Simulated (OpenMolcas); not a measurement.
# singlet C2HF2Ge+: levels of theory compared

Wanted: a comparison of 6 runs (HF/STO-3G, HF/3-21G, HF/6-31G*, M06-2X/6-31G*, TPSS/6-31G*, revPBE/6-31G*) of singlet C2HF2Ge+. 

Program for the calculation: OpenMolcas 26.06.

## Step 1: The molecule

The species is C2HF2Ge+ (6 atoms), meant as a singlet with charge +1. As SMILES of the parent species, `C#[C][Ge]([F])[F]`. The shape is that of a PBE0-D4/def2-TZVP optimisation. That shape belongs to the parent species and isn't relaxed for this state.

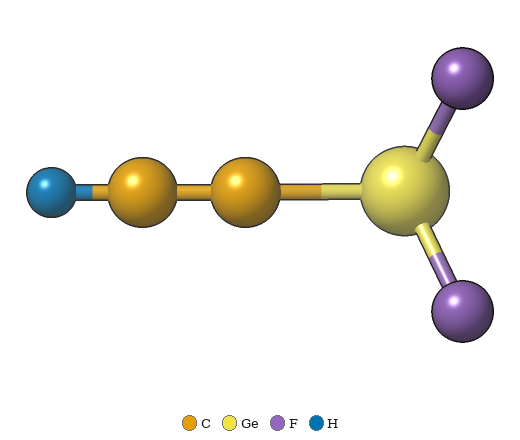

The structure, seen from a chosen angle (carbon amber, germanium yellow, fluorine purple, hydrogen blue).

## Step 2: A single-point energy at HF/STO-3G (run 1)

File job.input:

```
&GATEWAY
 BASLIB=$CurrDir
 BASISSET
 C.STO-3G....
 C1 -0.190100 0.518400 1.692900 angstrom
 C2 -0.131400 0.204200 0.530300 angstrom
 End of Basis
 BASISSET
 Ge.STO-3G....
 Ge3 -0.289600 -0.139700 -1.323100 angstrom
 End of Basis
 BASISSET
 F.STO-3G....
 F4 -0.276600 -1.850600 -1.565100 angstrom
 F5 1.142900 0.424100 -2.108200 angstrom
 End of Basis
 BASISSET
 H.STO-3G....
 H6 -0.213200 0.779700 2.727000 angstrom
 End of Basis

&SEWARD

&SCF
 CHARGE=1
 THRESHOLDS=1e-10 1e-07 1e-07 1e-05
 PRORBITALS=1 2
```

The basis set STO-3G is read from a file made from the Basis Set Exchange's data (not shown).

Run with:

```
export MOLCAS_MEM=1860
pymolcas job.input > job.log
```

What it wrote:

```text
--- Start Module: gateway ---
[...]
--- Stop Module: gateway /rc=_RC_ALL_IS_WELL_ ---
--- Start Module: seward ---
[...]
      Basis functions           39
--- Stop Module: seward /rc=_RC_ALL_IS_WELL_ ---
[...]
--- Start Module: scf ---
[...]
       Convergence after  19 Iterations
[...]
::    Total SCF energy                              -2322.8899961476
[...]
      Total spin, S                                     0.0000000000
[...]
      Total electronic charge=   62.000000
      Total            charge=    1.000000
[...]
      Dipole Moment (debye):
      Origin of the operator (angstrom)=   -0.0659   -0.2043   -1.0091
                   X= -2.8364E+00               Y=  1.9813E+00               Z=  8.8693E-01           Total=  3.5717E+00
      Center of Charge (angstrom)
[...]
--- Stop Module: scf /rc=_RC_ALL_IS_WELL_ ---
[...]
```

Run time: 3 s. Hardware: 1 thread of AMD EPYC 7R43 (Zen 3), shared host; peak memory 0.37 GiB.

## Step 3: The energy at HF/3-21G (run 2)

File input.xyz:

```xyz
6

C     -0.190100     0.518400     1.692900
C     -0.131400     0.204200     0.530300
Ge    -0.289600    -0.139700    -1.323100
F     -0.276600    -1.850600    -1.565100
F      1.142900     0.424100    -2.108200
H     -0.213200     0.779700     2.727000
```

File calc.input:

```
&GATEWAY
 BasLib
 $CurrDir
 Coord
 input.xyz
 Basis
 3-21G
 Group
 NoSym

&SEWARD

&SCF
 Charge
 1
 Thresholds
 1e-10 1e-07 1e-07 1e-05
 PrOrbitals
 1 1
```

The basis set 3-21G is read from a file made from the Basis Set Exchange's data (not shown).

Run with:

```
export MOLCAS_MEM=1860
pymolcas calc.input > calc.log
```

What it wrote:

```text
--- Start Module: gateway ---
[...]
--- Stop Module: gateway /rc=_RC_ALL_IS_WELL_ ---
--- Start Module: seward ---
[...]
      Basis functions           60
--- Stop Module: seward /rc=_RC_ALL_IS_WELL_ ---
[...]
--- Start Module: scf ---
[...]
       Convergence after  22 Iterations
[...]
::    Total SCF energy                              -2338.7136969379
[...]
      Total spin, S                                     0.0000000000
[...]
      Total electronic charge=   62.000000
      Total            charge=    1.000000
[...]
      Dipole Moment (debye):
      Origin of the operator (angstrom)=   -0.0659   -0.2043   -1.0091
                   X= -4.3317E+00               Y=  3.4043E+00               Z=  2.9398E+00           Total=  6.2446E+00
      Center of Charge (angstrom)
[...]
--- Stop Module: scf /rc=_RC_ALL_IS_WELL_ ---
[...]
```

Wall time 4.8 s (1 thread of AMD EPYC 7R43 (Zen 3), shared host); peak memory 0.39 GiB.

Runs 3 to 4 aren't shown in full; the table further down has their settings and results.

## Step 4: The energy at TPSS/6-31G(d) (spherical functions) (run 5)

input.xyz is that of step 3.

File calc.inp:

```
&gateway
 baslib
 $CurrDir
 coord
 input.xyz
 basis
 6-31Gs
 group
 NoSym

&seward
 gridinput
 Grid=UltraFine
 End of Grid

&scf
 charge
 1
 ksdft
 2
 1.0 MGGA_X_TPSS
 1.0 MGGA_C_TPSS
 thresholds
 1e-10 1e-07 1e-07 1e-05
 prorbitals
 1
```

The basis set 6-31G* is read from a file made from the Basis Set Exchange's data (not shown).

Run with:

```
export MOLCAS_MEM=1860
pymolcas calc.inp > calc.log
```

What it wrote:

```text
--- Start Module: gateway ---
[...]
--- Stop Module: gateway /rc=_RC_ALL_IS_WELL_ ---
--- Start Module: seward ---
[...]
      Basis functions           90
--- Stop Module: seward /rc=_RC_ALL_IS_WELL_ ---
[...]
--- Start Module: scf ---
[...]
       Convergence after  23 Iterations
[...]
::    Total KS-DFT energy                           -2352.8203346014
[...]
      Total spin, S                                     0.0000000000
[...]
      Total electronic charge=   62.000000
      Total            charge=    1.000000
[...]
      Dipole Moment (debye):
      Origin of the operator (angstrom)=   -0.0659   -0.2043   -1.0091
                   X= -2.5815E+00               Y=  2.4950E+00               Z=  3.7049E+00           Total=  5.1591E+00
      Center of Charge (angstrom)
[...]
--- Stop Module: scf /rc=_RC_ALL_IS_WELL_ ---
[...]
```

Wall time 44 s (1 thread of AMD EPYC 7R43 (Zen 3), shared host); peak memory 0.49 GiB.

## Step 5: The energy at revPBE/6-31G(d) (spherical functions) (run 6)

File calc.input:

```
* C2HF2Ge Kohn-Sham DFT

&GATEWAY
 BasLib = $CurrDir
 Coord
 6
 angstrom
 C       -0.190100       0.518400       1.692900
 C       -0.131400       0.204200       0.530300
 Ge      -0.289600      -0.139700      -1.323100
 F       -0.276600      -1.850600      -1.565100
 F        1.142900       0.424100      -2.108200
 H       -0.213200       0.779700       2.727000
 Basis = 6-31Gs
 Group = NoSym

&SEWARD
 GridInput
 Grid=UltraFine
 End of Grid

&SCF
 Charge = 1
 KSDFT = revPBE
 Thresholds = 1e-10 1e-07 1e-07 1e-05
 PrOrbitals = 0
```

The basis set 6-31G* is read from a file made from the Basis Set Exchange's data (not shown).

Run with:

```
export MOLCAS_MEM=1860
pymolcas calc.input > calc.log
```

What it wrote:

```text
--- Start Module: gateway ---
[...]
--- Stop Module: gateway /rc=_RC_ALL_IS_WELL_ ---
--- Start Module: seward ---
[...]
      Basis functions           90
--- Stop Module: seward /rc=_RC_ALL_IS_WELL_ ---
[...]
--- Start Module: scf ---
[...]
       Convergence after  30 Iterations
[...]
::    Total KS-DFT energy                           -2352.5778489468
[...]
      Total spin, S                                     0.0000000000
[...]
      Total electronic charge=   62.000000
      Total            charge=    1.000000
[...]
      Dipole Moment (debye):
      Origin of the operator (angstrom)=   -0.0659   -0.2043   -1.0091
                   X= -2.5265E+00               Y=  2.4353E+00               Z=  3.5985E+00           Total=  5.0262E+00
      Center of Charge (angstrom)
[...]
--- Stop Module: scf /rc=_RC_ALL_IS_WELL_ ---
[...]
```

Run time: 44 s. Hardware: 1 thread of AMD EPYC 7R43 (Zen 3), shared host; peak memory 0.49 GiB.

## Step 6: All runs side by side

```
run                                level  integration grid   energy (Eh)  HOMO energy (eV)  LUMO energy (eV)  HOMO–LUMO gap (eV)  wall time
  1                            HF/STO-3G                 –  -2322.889996            -15.53             -5.95                9.58        3 s
  2                             HF/3-21G                 –  -2338.713697            -17.76             -8.83                8.93      4.8 s
  3      HF/6-31G* (spherical functions)                 –  -2349.883676            -17.62             -8.87                8.74       15 s
  4  M06-2X/6-31G* (spherical functions)         UltraFine  -2352.713861            -16.22            -11.22                5.00       39 s
  5    TPSS/6-31G* (spherical functions)         UltraFine  -2352.820335            -13.80            -12.55                1.25       44 s
  6  revPBE/6-31G* (spherical functions)         UltraFine  -2352.577849            -13.69            -12.51                1.18       44 s
```

## Step 7: What came out

| quantity | value |
| --- | --- |
| run 6: total energy | -2352.57785 Eh |
| run 6: HOMO energy | -13.69 eV |
| run 6: LUMO energy | -12.51 eV |
| run 6: HOMO–LUMO gap | 1.18 eV |

What this shows: The HOMO–LUMO gap runs from 1.18 eV (revPBE/6-31G*) to 9.58 eV (HF/STO-3G). The two ends differ in method and basis. Totals of different functionals can't be ranked against each other. In run 1 the basis is minimal, so the values are rough. All runs together took 2.5 min, the longest 44 s.
